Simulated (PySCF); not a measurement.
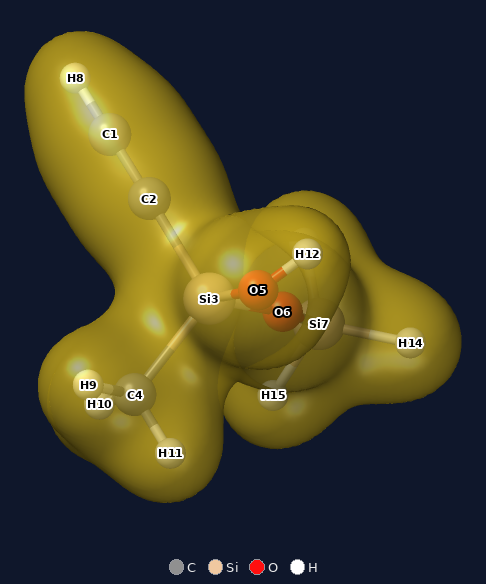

Figure 1: C$_{3}$H$_{8}$O$_{2}$Si$_{2}$. Isosurface of the total electron density at 0.1 e/Å³ (yellow), seen at an oblique angle.

Geometry: GFN2-xTB.

The calculation used B3LYP/def2-SVPD, SCF density, gas phase in PySCF 2.14.0.

| atom | x (Å) | y (Å) | z (Å) |
| --- | --- | --- | --- |
| C | 0.4334 | 2.4622 | 1.7131 |
| C | 0.0202 | 1.4489 | 1.2172 |
| Si | -0.6247 | -0.1075 | 0.4287 |
| C | -1.8383 | 0.2766 | -0.9664 |
| O | -1.4207 | -1.0333 | 1.5009 |
| O | 0.6734 | -0.9444 | -0.0967 |
| Si | 2.0290 | -1.1943 | -0.9401 |
| H | 0.7949 | 3.3484 | 2.1511 |
| H | -2.7065 | 0.8025 | -0.5840 |
| H | -1.3778 | 0.9018 | -1.7251 |
| H | -2.1870 | -0.6323 | -1.4474 |
| H | -0.9545 | -1.5006 | 2.1891 |
| H | 3.0661 | -0.3254 | -0.3855 |
| H | 2.3134 | -2.6126 | -0.7303 |
| H | 1.7746 | -0.8821 | -2.3466 |

### How is the density connected at this value?

At this value the surface is in one piece. It bridges the sampled C–C (1.20 Å), Si–O (1.62 Å), C–Si (1.86 Å) and O–H (0.95 Å) contacts, where the density stays above the isovalue. On the grid the lowest density along these lines, outside the cores, is 2.8 e/Å³ (C–C, 1.20 Å), 0.95 e/Å³ (Si–O, 1.62 Å), 0.76 e/Å³ (C–Si, 1.86 Å) and 2.4 e/Å³ (O–H, 0.95 Å).
